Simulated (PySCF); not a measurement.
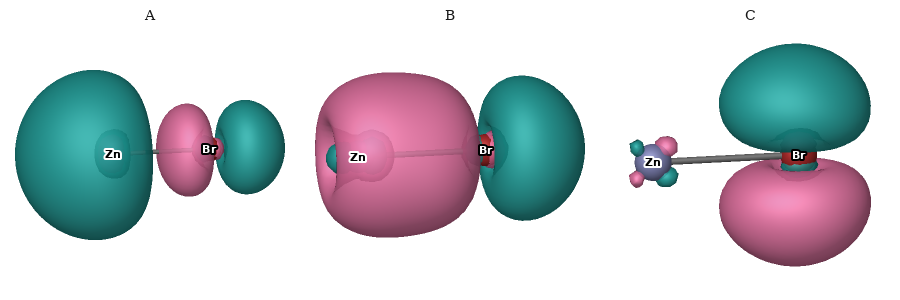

*ZnBr (doublet). Three frontier β-spin orbitals, each drawn at the value that holds 80 % of its norm (teal and pink are the two phases), in no order; of a degenerate pair one member is drawn.*

These are results of PySCF 2.14.0, PBE0/cc-pVTZ(-PP), non-relativistic Hamiltonian with scalar-relativistic core potentials where named, at a bond length of 2.301 Å, not measurements.

Name the orbitals and rank them from lowest to highest energy.

Orbital B: σ, occupied in this spin, −9.63 eV; shared between the atoms (Zn 35 %, Br 65 %).
Orbital C: π, occupied in this spin, −8.05 eV; mainly on Br (95 %).
Orbital A: σ, empty in this spin, −3.63 eV; mainly on Zn (80 %).
